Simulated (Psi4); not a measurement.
# GeH2 (SMILES [GeH2]): PBE/cc-pVDZ (density fitting with def2-universal-jkfit)

Wanted: molecular dynamics of GeH2. The job is set up through an ASE script.

The calculation is run with Psi4 1.11.

### Step 1. The molecule

GeH2 has 3 atoms, charge 0, and is taken as a singlet. As SMILES, `[GeH2]`. The shape is that of a PBE0-D4/def2-TZVP optimisation. The run starts from this shape.

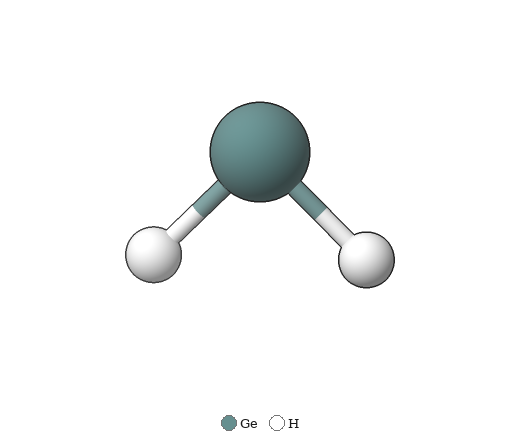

The structure, seen from a chosen angle (germanium teal, hydrogen white).

### Step 2. A short trajectory at PBE/cc-pVDZ (density fitting with def2-universal-jkfit)

The input, run_ase.py:

```python
import numpy as np
from ase.calculators.psi4 import Psi4
from ase import Atoms
from ase import units
from ase.md.velocitydistribution import MaxwellBoltzmannDistribution, Stationary
from ase.md.verlet import VelocityVerlet

mol = Atoms(['Ge', 'H', 'H'], positions=[
    [-0.570100, 0.405100, -0.263700],
    [0.783000, 0.743600, 0.509000],
    [-0.212900, -1.148700, -0.245300],
])
calc = Psi4(atoms=mol, method='pbe', basis='cc-pVDZ', memory='1600MB', num_threads=1, charge=0, multiplicity=1, label='psi4-calc')
calc.psi4.set_options({'df_basis_scf': 'def2-universal-jkfit'})
mol.calc = calc

MaxwellBoltzmannDistribution(mol, temperature_K=1000.0, rng=np.random.default_rng(450))
Stationary(mol)
dyn = VelocityVerlet(mol, 0.25 * units.fs)
def show():
    ep, ek = mol.get_potential_energy(), mol.get_kinetic_energy()
    print(f'step {dyn.nsteps:3d}  Epot {ep:14.6f}  Ekin {ek:9.6f}  Etot {ep + ek:14.6f} eV  T {mol.get_temperature():7.1f} K')
dyn.attach(show)
dyn.run(40)
```

The run is started by

```sh
$ python run_ase.py
```

psi4-calc.dat:

```text
[...]
  Running in c1 symmetry.
[...]
  Nuclear repulsion =   20.510399490241660
[...]
  Multiplicity = 1
[...]
  Nalpha       = 17
  Nbeta        = 17
[...]
    Number of basis functions: 37
[...]
   @DF-RKS iter   1: -2077.19051332196250   -2.93500e+00   2.71810e-02 DIIS/ADIIS
[...]
   @DF-RKS iter  10: -2077.78657236822437    0.00000e+00   2.13060e-09 DIIS
[...]
    Orbital Energies [Eh]
    ---------------------
    Doubly Occupied:
       1A   -397.116150     2A    -49.223444     3A    -43.840745
       4A    -43.837101     5A    -43.836391     6A     -6.003892
       7A     -4.227816     8A     -4.214575     9A     -4.211717
      10A     -1.125192    11A     -1.122100    12A     -1.119790
      13A     -1.110938    14A     -1.109500    15A     -0.463113
      16A     -0.279174    17A     -0.208599
[...]
  @DF-RKS Final Energy: -2077.78657236822437
   => Energetics <=
    Nuclear Repulsion Energy =             20.5103994902416602
    One-Electron Energy =               -2935.0422227324152118
    Two-Electron Energy =                 916.0478061236999565
    DFT Exchange-Correlation Energy =     -79.3025552497504975
    Empirical Dispersion Energy =           0.0000000000000000
    VV10 Nonlocal Energy =                  0.0000000000000000
    Total Energy =                      -2077.7865723682243697
[...]
 Multipole Moments:
 ------------------------------------------------------------------------------------
     Multipole            Electronic (a.u.)      Nuclear  (a.u.)        Total (a.u.)
 ------------------------------------------------------------------------------------
 L = 1.  Multiply by 2.5417464519 to convert [e a0] to [Debye]
 Dipole X            :         -1.8669230            1.8031896           -0.0637334
 Dipole Y            :          0.8151615           -0.8189183           -0.0037569
 Dipole Z            :         -1.1394470            1.0962792           -0.0431678
 Magnitude           :                                                    0.0770683
[...]
  -Total Gradient:
     Atom            X                  Y                   Z
    ------   -----------------  -----------------  -----------------
       1       -0.005061269492    -0.004045509323    -0.003934567386
       2        0.007900905065     0.012342538911     0.006956729472
       3       -0.002842451357    -0.008290516252    -0.003023166475
[...]
```

It took 64 s on 1 thread of AMD EPYC 9R45 (Zen 5), shared host; peak memory 0.73 GiB.

Step by step:

| step | potential energy change (eV) | largest force (eV/Å) |
| --- | --- | --- |
| 0 | 0.0000 | 0.4658 |
| 2 | -0.0058 | 0.1875 |
| 4 | -0.0021 | 0.2473 |
| 6 | 0.0104 | 0.4815 |
| 8 | 0.0303 | 0.6904 |
| 10 | 0.0553 | 0.8707 |
| 12 | 0.0833 | 1.0227 |
| 14 | 0.1119 | 1.1475 |
| 16 | 0.1390 | 1.2472 |
| 18 | 0.1627 | 1.3236 |
| 20 | 0.1816 | 1.3786 |
| 22 | 0.1946 | 1.4137 |
| 24 | 0.2010 | 1.4298 |
| 26 | 0.2006 | 1.4275 |
| 28 | 0.1935 | 1.4066 |
| 30 | 0.1803 | 1.3667 |
| 32 | 0.1619 | 1.3066 |
| 34 | 0.1397 | 1.2248 |
| 36 | 0.1153 | 1.1197 |
| 38 | 0.0905 | 0.9896 |
| 40 | 0.0676 | 0.8342 |

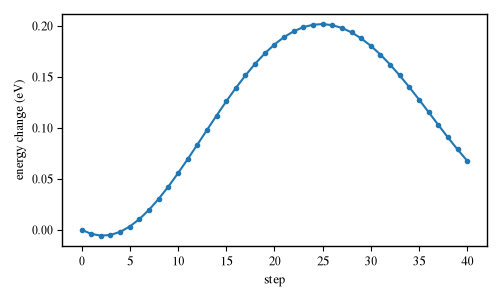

Energy along the run.

### Step 3. Results

Level: PBE/cc-pVDZ (density fitting with def2-universal-jkfit).

| quantity | value |
| --- | --- |
| potential energy of the last frame | -2077.78657 Eh |
